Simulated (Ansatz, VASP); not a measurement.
**MnF2 in two plane-wave programs**

Wanted: the spread between two codes on one cell, functional and k mesh. The cell is taken from a series of runs on this material, whose earlier steps may have relaxed or scaled it; both programs get it as it stands.

Method: plane waves, with VASP 6.6.1 beside it; single point at PBE, in Ansatz 0.2.0.

## (1) The starting structure

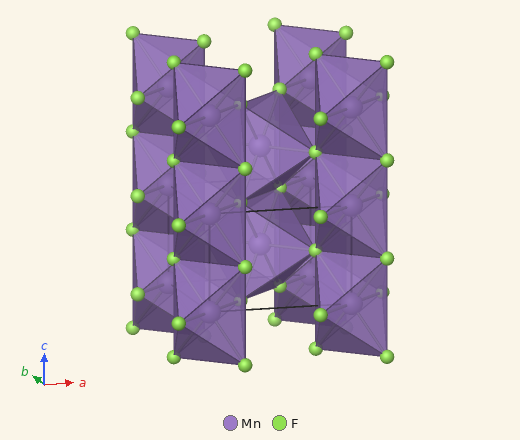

The starting structure, seen slightly off an axis (manganese light purple, fluorine green). 1×1×2 cells are drawn. Some periodic images of atoms are drawn too.

## (2) Ansatz: single point, PBE

Ansatz runs on its default PAW (the set named soft_2) files.

With cell and atoms fixed, the geometry can't cause a difference; cores, projectors, grids and the points listed under the comparison can.

The input, input.yaml:

```yaml
crystal:
  lattice:
    - [4.8738, 0.0, 0.0]
    - [0.0, 4.8738, 0.0]
    - [0.0, 0.0, 3.3107]
  atoms:
    - { symbol: Mn, position: [0.0, 0.0, 0.0], spin: 4.7 }
    - { symbol: Mn, position: [0.5, 0.5, 0.5], spin: -4.7 }
    - { symbol: F, position: [0.3053, 0.3053, 0.0] }
    - { symbol: F, position: [0.1947, 0.8053, 0.5] }
    - { symbol: F, position: [0.6947, 0.6947, 0.0] }
    - { symbol: F, position: [0.8053, 0.1947, 0.5] }
magnetization:
  spin_polarized: true
kpoints:
  mp_grid: { grid: [6, 6, 8] }
hamiltonian:
  xc: pbe
scf:
  occupations: { method: fermi_dirac, width: 0.05 }
output:
  eigenvalues: true
```

Started as:

```bash
> ansatz run input.yaml --threads 8 --pin off --max-ram 14336MiB --backend cpu --events-out ev --progress --plain --runs-dir out
```

Numbers of over 12 decimals in the logs are rounded to 6 here.

The log of the run:

```text
Engine: ansatz 0.2.0, aarch64-unknown-linux-gnu
Pseudopotentials: kind: paw
Pseudopotential: Mn, paw, valence charge 15, recommended cutoff 420 eV (normal), Mn.paw.azcp
Pseudopotential: F, paw, valence charge 7, recommended cutoff 420 eV (normal), F.paw.azcp
Functional definition: PBE
  parameter kappa = 0.804
  parameter beta = 0.066725
  exchange = pbe_x(kappa = kappa, mu = beta*pi^2/3)
  correlation = pbe_c(beta = beta)
Crystal: 6 atoms, lattice volume = 78.642 Å³
Basis set: ecut = 420 eV, 1519 PW (Γ)
Bands: 41, of which v1, the nominal top of the filled ones, is band 29 counted from 1 (28 counted from 0)
Symmetry: 8 space group operations
Space group: Cmmm (ITA 65), of the structure as read, at distance tolerance 4.3e-5 Å
Magnetic group: BNS 136.498 (UNI 1158), of the structure as read, at distance tolerance 4.3e-5 Å
k-points: 65 of 288
Non-local potential: Mn, projectors of the file, l = 0: 3, l = 1: 2, l = 2: 3, l = 3: 1
Non-local potential: F, projectors of the file, l = 0: 2, l = 1: 2, l = 2: 1
PAW form: soft (Blöchl's): semilocal exchange-correlation on the pseudo side does not see the compensation charge
PAW one-centre angular grid: Mn, 590 points (default); XC on 64 Gauss nodes
PAW one-centre angular grid: F, 110 points (default); XC on 64 Gauss nodes
Initial density: superposition of atomic densities (chi_scale 0.1, normalization cell, long waves kept (reshape's long-wave potential 0.01 eV rms))
Starting moments: Σ|m| = 9.4 μB on 2 of 6 sites
Starting magnetic order: altermagnet, d-wave, planar spin-momentum locking; spin-degenerate planes through Γ normal to [0 1 0], [1 0 0] of the run's lattice
Initial wavefunctions: pseudopotential atomic-orbital guess
Functional: x = pbe(κ = 0.804, μ = 0.219515), c = pbe(β = 0.066725)
SCF iter   1: F=—  HF=-11045.292012 eV  |F-HF|=—  |Δ(HF+E_count)|=         —  Δρ=1.76e-1 (↑1.76e-1 ↓1.76e-1)  dr2=8.67e1  dr2_m=3.68e-1  M=-0.000 μB ∫|m|=7.783 μB  β_m=0.30  ethr=3.10e-3  ⟨swp⟩=5.3  Hψ=19617  notcnv=0  defer=21
Mixer restart at iter 1: flushing history
preconditioner: auto → Resta (q_TF=auto, 2.593 Å⁻¹)  ε∞=5.7  [insulator: Δε(μ)=0.177 eV  Ē_g=12.493 eV  σ=0.050 eV  W_gap=0.68  n_scr=22 (ndim 8)  ℏωp=27.1 eV  f_vac=0.063  D(μ)=1.19/eV (n_scr^D=4)  ε∞_Penn≈5.7]
spin=Collinear: Resta preconditioning applied to the charge; magnetization (m = ρ↑ − ρ↓) channel mixes plain (no charge-response kernel on spin).
SCF iter   2: F=—  HF=-11035.717257 eV  |F-HF|=—  |Δ(HF+E_count)|=    9.57e0  Δρ=4.60e-2 (↑4.60e-2 ↓4.60e-2)  dr2=4.82e0  dr2_m=6.20e-1  M=0.000 μB ∫|m|=9.426 μB  β_m=0.32  ethr=3.10e-3  ⟨swp⟩=4.0  Hψ=13524  notcnv=0  defer=410
SCF iter   3: F=—  HF=-11034.680116 eV  |F-HF|=—  |Δ(HF+E_count)|=    1.04e0  Δρ=2.66e-2 (↑2.66e-2 ↓2.66e-2)  dr2=1.74e0  dr2_m=2.06e-1  M=0.000 μB ∫|m|=9.500 μB  β_m=0.55  ethr=3.10e-3  ⟨swp⟩=2.0  Hψ=7945  notcnv=0  defer=588
SCF iter   4: F=—  HF=-11034.023926 eV  |F-HF|=—  |Δ(HF+E_count)|=   6.56e-1  Δρ=7.06e-3 (↑7.06e-3 ↓7.06e-3)  dr2=1.08e-1  dr2_m=1.45e-3  M=0.000 μB ∫|m|=9.570 μB  β_m=0.74  ethr=3.00e-3  ⟨swp⟩=3.0  Hψ=8141  notcnv=0  defer=734
SCF iter   5: F=—  HF=-11034.065173 eV  |F-HF|=—  |Δ(HF+E_count)|=   4.12e-2  Δρ=2.86e-3 (↑2.85e-3 ↓2.86e-3)  dr2=1.77e-2  dr2_m=1.96e-4  M=0.000 μB ∫|m|=9.584 μB  β_m=0.85  ethr=1.86e-4  ⟨swp⟩=2.8  Hψ=10074  notcnv=0  defer=726
SCF iter   6: F=—  HF=-11034.071096 eV  |F-HF|=—  |Δ(HF+E_count)|=   5.92e-3  Δρ=1.03e-3 (↑1.01e-3 ↓1.03e-3)  dr2=1.65e-3  dr2_m=3.51e-4  M=-0.000 μB ∫|m|=9.588 μB  β_m=0.93  ethr=3.05e-5  ⟨swp⟩=2.0  Hψ=9438  notcnv=0  defer=726
SCF iter   7: F=—  HF=-11034.071954 eV  |F-HF|=—  |Δ(HF+E_count)|=   8.58e-4  Δρ=3.67e-4 (↑3.49e-4 ↓3.67e-4)  dr2=2.18e-4  dr2_m=3.72e-6  M=0.000 μB ∫|m|=9.586 μB  β_m=0.91  ethr=2.84e-6  ⟨swp⟩=2.0  Hψ=9108  notcnv=0  defer=726
SCF iter   8: F=—  HF=-11034.072038 eV  |F-HF|=—  |Δ(HF+E_count)|=   8.44e-5  Δρ=9.72e-5 (↑9.72e-5 ↓7.12e-5)  dr2=8.46e-6  dr2_m=3.29e-6  M=-0.000 μB ∫|m|=9.586 μB  β_m=0.95  ethr=3.75e-7  ⟨swp⟩=2.0  Hψ=8147  notcnv=0  defer=726
SCF iter   9: F=—  HF=-11034.072051 eV  |F-HF|=—  |Δ(HF+E_count)|=   1.29e-5  Δρ=3.93e-5 (↑3.93e-5 ↓3.60e-5)  dr2=3.00e-6  dr2_m=1.48e-7  M=0.000 μB ∫|m|=9.586 μB  β_m=0.83  ethr=1.46e-8  ⟨swp⟩=2.0  Hψ=8573  notcnv=0  defer=726
SCF iter  10: F=—  HF=-11034.072051 eV  |F-HF|=—  |Δ(HF+E_count)|=   1.42e-7  Δρ=1.42e-5 (↑1.25e-5 ↓1.42e-5)  dr2=3.96e-7  dr2_m=2.10e-8  M=-0.000 μB ∫|m|=9.586 μB  β_m=0.82  ethr=5.18e-9  ⟨swp⟩=2.0  Hψ=8976  notcnv=0  defer=726
SCF iter  11: F=—  HF=-11034.072051 eV  |F-HF|=—  |Δ(HF+E_count)|=   1.11e-7  Δρ=4.70e-6 (↑4.70e-6 ↓3.43e-6)  dr2=2.12e-8  dr2_m=3.48e-9  M=-0.000 μB ∫|m|=9.586 μB  β_m=0.82  ethr=6.83e-10  ⟨swp⟩=2.0  Hψ=8266  notcnv=0  defer=726
SCF iter  12: F=-11034.072051 eV  HF=-11034.072051 eV  |F-HF|=9.39e-9  |Δ(HF+E_count)|=   1.63e-8  Δρ=2.64e-6 (↑2.64e-6 ↓2.64e-6)  dr2=1.43e-8  dr2_m=2.11e-10  M=0.000 μB ∫|m|=9.586 μB  ethr=3.65e-11  ⟨swp⟩=7.1  Hψ=23257  notcnv=0
SCF 1 converged in 12 iterations: F = -11034.072051 eV  dr2 = 1.43e-8
  greatest PAW one-centre occupation: 1.005 electrons in one spin orbital (limit 2), on the Mn atom at site 1 (counted from 0), in its partial waves of l = 1
SCF converged after 12 iterations
Magnetization: 0.0000 μB (29.0000 up, 29.0000 down)
Absolute magnetization: 9.5884 μB (∫|ρ↑−ρ↓|, with the PAW one-centre terms)
Spin contamination: 4.9198 ħ² per cell (⟨S²⟩ above its minimum at these occupations)
Per-site moments (μB) at R_I (Å): [(4.146651, 0.868027), (-4.146650, 0.868027), (-0.031089, 0.868027), (0.031089, 0.868027), (-0.031089, 0.868027), (0.031089, 0.868027)]
Free energy (F): -11034.072051 eV
Harris-Foulkes:  -11034.072051 eV  (|F-HF|=9.39e-9)
Internal energy: -11034.072051 eV  (E = F + TS)
E sigma→0 (E₀):  -11034.072051 eV
Fermi energy:    7.922424 eV
--- Per-component energies (eV) ---
  E_band       = -815.501268
  E_kinetic    = 1422.746857
  E_local      = -7233.149054  (includes V_loc(G=0)·N_el)
  E_nonlocal   = 807.971481
  E_hartree    = 2883.754086
  E_xc         = -538.458162
  E_vxc        = -689.058654  (∫ρ·V_xc dr)
  E_paw        = -3421.937855  (= ΣΔE_a)
  E_vpaw       = -891.526137  (= ΣTr[D̂ρ^β])
  E_aug_tail   = 0.008165  (compensation charges beyond the density's cutoff)
  E_ewald      = -4955.007567
  E_smearing   = -0.000000  (= −TS)
  E_closure    = -0.000000  (closes the sum)
  Σ components = -11034.072051   (vs F -11034.072051, Δ=0.00e0)
--- Band table (eV; the first three rows and the last of 130) ---
  k-point 0 ↑: bands = [... 25 lower, 5.2842, 5.4569, 6.3370, 6.6886, 8.9167, 9.3107, 9.7832, 9.7852, ... 8 higher]
  k-point 1 ↑: bands = [... 25 lower, 5.3299, 5.4296, 6.3523, 6.5727, 9.2644, 9.4473, 9.7497, 9.7579, ... 8 higher]
  k-point 2 ↑: bands = [... 25 lower, 5.3684, 5.4343, 6.3650, 6.3924, 9.5272, 9.6625, 9.6989, 10.2597, ... 8 higher]
  k-point 64 ↓: bands = [... 25 lower, 5.2713, 5.4685, 6.1818, 6.6232, 9.5134, 9.5957, 9.7532, 10.3143, ... 8 higher]
```

Reading the cycles: dr2 is the Hartree energy of the density residual (eV), the measure of convergence; HF is the Harris–Foulkes estimate of the energy, which meets the free energy F at convergence.

## (3) VASP: single point, PBE

The same cell, functional, mesh and smearing now go to VASP, with its own data sets and cutoff.

Lines of VASP's logs that name or quote its potential files are left out, and so is its time.

The input, INCAR:

```
SYSTEM = MnF2
PREC = Accurate
ENCUT = 520
EDIFF = 1E-06
NELM = 100
ISMEAR = -1
SIGMA = 0.05
LREAL = .FALSE.
ALGO = Normal
GGA = PE
NBANDS = 36
ISPIN = 2
MAGMOM = 4.15 -4.15 -0.03 0.03 -0.03 0.03
LASPH = .TRUE.
LMAXMIX = 4
LORBIT = 11
LWAVE = .FALSE.
LCHARG = .FALSE.
KPAR = 2
ISIF = 2
```

The input, POSCAR:

```
MnF2
1.0
    4.8738000000      0.0000000000      0.0000000000
    0.0000000000      4.8738000000      0.0000000000
    0.0000000000      0.0000000000      3.3107000000
Mn F
2 4
Direct
    0.0000000000      0.0000000000      0.0000000000
    0.5000000000      0.5000000000      0.5000000000
    0.3053000000      0.3053000000      0.0000000000
    0.1947000000      0.8053000000      0.5000000000
    0.6947000000      0.6947000000      0.0000000000
    0.8053000000      0.1947000000      0.5000000000
```

The input, KPOINTS:

```
Automatic mesh
0
Gamma
6 6 8
0 0 0
```

Potentials, in the order of the species: Mn_pv and F (PBE family, release 64).

Started as:

```bash
> mpirun -np 2 vasp_std
```

The log of the run:

```text
[banner, memory and clock lines left out]
running    2 mpi-ranks, on    1 nodes
 distrk:  each k-point on    1 cores,    2 groups
 distr:  one band on    1 cores,    1 groups

 POSCAR found type information on POSCAR MnF
 POSCAR found :  2 types and       6 ions
 LDA part: xc-table for (Slater+PW92), standard interpolation
 POSCAR, INCAR and KPOINTS ok, starting setup
 FFT: planning ... GRIDC
 FFT: planning ... GRID_SOFT
 FFT: planning ... GRID
 WAVECAR not read
 entering main loop
       N       E                     dE             d eps       ncg     rms          rms(c)
DAV:   1     0.695266674285E+03    0.69527E+03   -0.30851E+04  7384   0.170E+03
DAV:   2     0.258280893548E+02   -0.66944E+03   -0.63312E+03  7628   0.497E+02
DAV:   3    -0.415738300993E+02   -0.67402E+02   -0.66623E+02  7844   0.170E+02
DAV:   4    -0.428904797548E+02   -0.13166E+01   -0.13135E+01  7880   0.258E+01
DAV:   5    -0.429066766518E+02   -0.16197E-01   -0.16196E-01  7624   0.306E+00    0.213E+01
DAV:   6    -0.393313935699E+02    0.35753E+01   -0.20531E+01  8568   0.339E+01    0.156E+01
DAV:   7    -0.394156559602E+02   -0.84262E-01   -0.13492E+00  7352   0.968E+00    0.106E+01
DAV:   8    -0.393645070903E+02    0.51149E-01   -0.15761E-01  7712   0.346E+00    0.505E+00
DAV:   9    -0.394169852559E+02   -0.52478E-01   -0.34177E-02  7692   0.187E+00    0.867E-01
DAV:  10    -0.394170598583E+02   -0.74602E-04   -0.10837E-02  7656   0.641E-01    0.134E-01
DAV:  11    -0.394174194359E+02   -0.35958E-03   -0.38541E-04  7680   0.170E-01    0.715E-02
DAV:  12    -0.394176198326E+02   -0.20040E-03   -0.10916E-04  7368   0.750E-02    0.313E-02
DAV:  13    -0.394176576634E+02   -0.37831E-04   -0.19083E-05  7744   0.349E-02    0.840E-03
DAV:  14    -0.394176605751E+02   -0.29117E-05   -0.33406E-06  6700   0.125E-02    0.389E-03
DAV:  15    -0.394176610828E+02   -0.50769E-06   -0.53699E-07  4712   0.573E-03
   1 F= -.39417661E+02 E0= -.39417661E+02  d E =-.663453E-10  mag=     0.0000
```

OUTCAR, selected parts (step 3):

```text
ion  position               nearest neighbor table
   1  0.000  0.000  0.000-   3 2.10   5 2.10   4 2.13   6 2.13   4 2.13   6 2.13
   2  0.500  0.500  0.500-   4 2.10   6 2.10   5 2.13   3 2.13   3 2.13   5 2.13
   3  0.305  0.305  0.000-   1 2.10   2 2.13   2 2.13
   4  0.195  0.805  0.500-   2 2.10   1 2.13   1 2.13
   5  0.695  0.695  0.000-   1 2.10   2 2.13   2 2.13
   6  0.805  0.195  0.500-   2 2.10   1 2.13   1 2.13

  LATTYP: Found a simple tetragonal cell.
 ALAT       =     4.8738000000
 C/A-ratio  =     0.6792851574

 Subroutine GETGRP returns: Found 16 space group operations
 (whereof  8 operations were pure point group operations)

The static configuration has the point symmetry D_2h.
 The point group associated with its full space group is D_4h.

 Found     50 irreducible k-points:

   k-points           NKPTS =     50   k-points in BZ     NKDIM =     50   number of bands    NBANDS=     36

   dimension x,y,z NGX =    36 NGY =   36 NGZ =   28
   dimension x,y,z NGXF=    72 NGYF=   72 NGZF=   56

   ENCUT  =  520.0 eV  38.22 Ry    6.18 a.u.   9.06  9.06  6.16*2*pi/ulx,y,z

   NELECT =      54.0000    total number of electrons

 k-points in reciprocal lattice and weights: Automatic mesh
   0.00000000  0.00000000  0.00000000       0.003
   0.16666667  0.00000000  0.00000000       0.014
   0.33333333  0.00000000  0.00000000       0.014
   0.50000000  0.00000000  0.00000000       0.007
   0.16666667  0.16666667  0.00000000       0.014
   0.33333333  0.16666667  0.00000000       0.028
   0.50000000  0.16666667  0.00000000       0.014
   0.33333333  0.33333333  0.00000000       0.014
   0.50000000  0.33333333  0.00000000       0.014
[...]
0.50000000  0.33333333  0.50000000       0.014
   0.50000000  0.50000000  0.50000000       0.003

 average (electrostatic) potential at core
       1 -70.9726       2 -70.9726       3 -77.1697       4 -77.1697       5 -77.1697
       6 -77.1697

 E-fermi :   3.8893

 spin component 1
 k-point     1 :       0.0000    0.0000    0.0000
  band No.  band energies     occupation
    ...
     23       1.0826      1.00000
     24       1.3041      1.00000
     25       1.4740      1.00000
     26       2.3590      1.00000
     27       2.7097      1.00000
     28       4.9605      0.00000
     29       5.3301      0.00000
     30       5.7994      0.00000
     31       5.8016      0.00000
     32       6.7696      0.00000
    ...

 k-point     2 :       0.1667    0.0000    0.0000
  band No.  band energies     occupation
    ...
     23       1.0955      1.00000
     24       1.3159      1.00000
     25       1.4813      1.00000
     26       2.4361      1.00000
     27       2.7250      1.00000
     28       5.2068      0.00000
     29       5.4126      0.00000
     30       5.7849      0.00000
     31       5.7925      0.00000
     32       6.7354      0.00000
    ...

 k-point     3 :       0.3333    0.0000    0.0000
  band No.  band energies     occupation
    ...
     23       1.1195      1.00000
     24       1.3387      1.00000
     25       1.4939      1.00000
     26       2.5867      1.00000
     27       2.7558      1.00000
     28       5.3080      0.00000
     29       5.7557      0.00000
     30       5.7720      0.00000
     31       6.1424      0.00000
     32       6.6771      0.00000
    ...

 k-point     4 :       0.5000    0.0000    0.0000
  band No.  band energies     occupation
    ...
     23       1.1307      1.00000
     24       1.3498      1.00000
     25       1.4997      1.00000
     26       2.6606      1.00000
     27       2.7714      1.00000
     28       5.3201      0.00000
     29       5.7409      0.00000
     30       5.7626      0.00000
     31       6.5913      0.00000
     32       6.7659      0.00000
    ...

 k-point     5 :       0.1667    0.1667    0.0000
  band No.  band energies     occupation
    ...
     23       1.0899      1.00000
     24       1.3383      1.00000
     25       1.4834      1.00000
     26       2.5340      1.00000
     27       2.7101      1.00000
     28       5.2898      0.00000
     29       5.6334      0.00000
     30       5.7922      0.00000
     31       5.7982      0.00000
     32       6.6427      0.00000
    ...

 k-point     6 :       0.3333    0.1667    0.0000
  band No.  band energies     occupation
    ...
     23       1.1035      1.00000
     24       1.3506      1.00000
     25       1.4993      1.00000
     26       2.5858      1.00000
     27       2.7257      1.00000
     28       5.3201      0.00000
     29       5.7800      0.00000
     30       5.7833      0.00000
     31       6.2633      0.00000
     32       6.6774      0.00000
    ...

  Total        1.2768350      1.2768350      1.3668539      0.0000000      0.0000000      0.0000000
  in kB       26.0129805     26.0129805     27.8469382      0.0000000      0.0000000      0.0000000
  external PRESSURE =      26.6242998 kB  Pullay stress =       0.0000000 kB

  energy-cutoff  :      520.00
  volume of cell :       78.64
      direct lattice vectors                 reciprocal lattice vectors
     4.873800000  0.000000000  0.000000000     0.205178711  0.000000000  0.000000000
     0.000000000  4.873800000  0.000000000     0.000000000  0.205178711  0.000000000
     0.000000000  0.000000000  3.310700000     0.000000000  0.000000000  0.302050926

 POSITION                                       TOTAL-FORCE (eV/Angst)
 -----------------------------------------------------------------------------------
      0.00000      0.00000      0.00000         0.000000      0.000000      0.000000
      2.43690      2.43690      1.65535         0.000000      0.000000      0.000000
      1.48797      1.48797      0.00000        -0.075566     -0.075566     -0.000000
      0.94893      3.92487      1.65535         0.075566     -0.075566     -0.000000
      3.38583      3.38583      0.00000         0.075566      0.075566      0.000000
      3.92487      0.94893      1.65535        -0.075566      0.075566      0.000000
 -----------------------------------------------------------------------------------
    total drift:                                0.000000      0.000000      0.000000

  FREE ENERGIE OF THE ION-ELECTRON SYSTEM (eV)
  ---------------------------------------------------
  free  energy   TOTEN  =       -39.4176610828 eV

  energy  without entropy=      -39.4176610827  energy(sigma->0) =      -39.41766108

 total charge
# of ion       s       p       d       tot
------------------------------------------
    1        0.162   6.144   4.960  11.266
    2        0.162   6.144   4.960  11.266
    3        1.735   4.364   0.000   6.100
    4        1.735   4.364   0.000   6.100
    5        1.735   4.364   0.000   6.100
    6        1.735   4.364   0.000   6.100
--------------------------------------------------
tot          7.265  29.746   9.919  46.930

 magnetization (x)
# of ion       s       p       d       tot
------------------------------------------
    1        0.017   0.016   4.503   4.537
    2       -0.017  -0.016  -4.503  -4.537
    3       -0.002  -0.025   0.000  -0.027
    4        0.002   0.025   0.000   0.027
    5       -0.002  -0.025   0.000  -0.027
    6        0.002   0.025   0.000   0.027
--------------------------------------------------
tot         -0.000   0.000  -0.000  -0.000

[... 3 further parts left out ...]
```

The run ends at a pressure of 2.66 GPa, with forces up to 0.11 eV/Å.

## (4) Comparison

Known differences besides the PAW data sets themselves: VASP starts from the moments at which Ansatz ended; the data sets hold 58 valence electrons in Ansatz (default PAW (the set named soft_2) files) and 54 in VASP; the cutoff is 420 eV in Ansatz and 520 eV in VASP; site moments are counted in spheres of each program's own size. Total energies have different zeros and are not compared.

The two programs side by side:

| quantity | Ansatz | VASP | difference |
| --- | --- | --- | --- |
| gap on the k mesh (eV) | 2.167 | 2.189 | -0.023 |
| moment on Mn1 (μB) | 4.15 | 4.54 | -0.39 |
| moment on Mn2 (μB) | -4.15 | -4.54 | +0.39 |

## (5) Summary of results

| Property | Result |
| --- | --- |
| difference in gap on the k mesh (single point, PBE) | -0.023 eV |

What this shows: The difference in gap on the k mesh is -0.023 eV (single point, PBE), within the 0.08 eV picked in this series as the mark of a large difference. How closely two codes agree says nothing of how well the functional describes the real material.

[Lines on the potential files, build, host, timing and source positions are cut from VASP's logs without a mark.]

[Logs are printed without paths, hosts, clocks, repeated set-up lines and the standing remarks that a program may print on its own settings, such as how far it seeks lower states.]

[Hosts, paths, dates, database ids (printed as entryN), source tags and the programs' standing remarks are cut or masked in the printed files.]
